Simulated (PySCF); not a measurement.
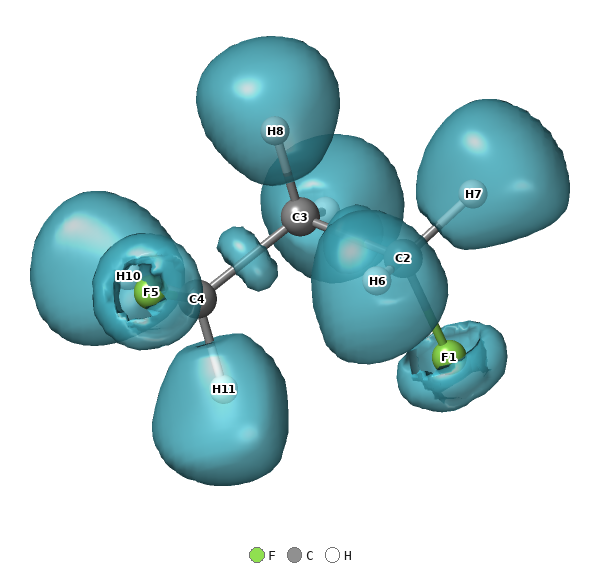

C₃H₆F₂ (SMILES FCCCF). Isosurface of the ELF at 0.85 (cyan), seen at an oblique angle. Only the valence region is drawn (cores and ρ < 0.01 e/Å³ removed).

Geometry: GFN2-xTB.

Level of theory: PySCF, PBE0/pcSseg-1, SCF density, gas phase, non-relativistic.

```csv
atom,x (Å),y (Å),z (Å)
F,1.6418,0.4877,-1.0884
C,1.1838,-0.4392,-0.1821
C,0.0416,0.1511,0.6347
C,-1.2074,0.3478,-0.2150
F,-1.7449,-0.8731,-0.5487
H,0.8524,-1.3094,-0.7566
H,2.0347,-0.7059,0.4519
H,-0.1859,-0.5255,1.4590
H,0.3466,1.1164,1.0402
H,-1.9828,0.8923,0.3327
H,-0.9745,0.8605,-1.1535
```

### Where are the electrons localised?

The ELF exceeds this value in two regions between bonded C–C atoms (shared pairs), six regions around hydrogen nuclei and two regions wrapped around F (its lone pairs, merged into a ring or cap). Profiles from the grid: C–F (1.37 Å): the ELF peaks at about 0.85 between the atoms (a polar covalent bond). C–C (1.52 Å): the ELF peaks at about 0.95 between the atoms, as expected for localised, covalent bonding.
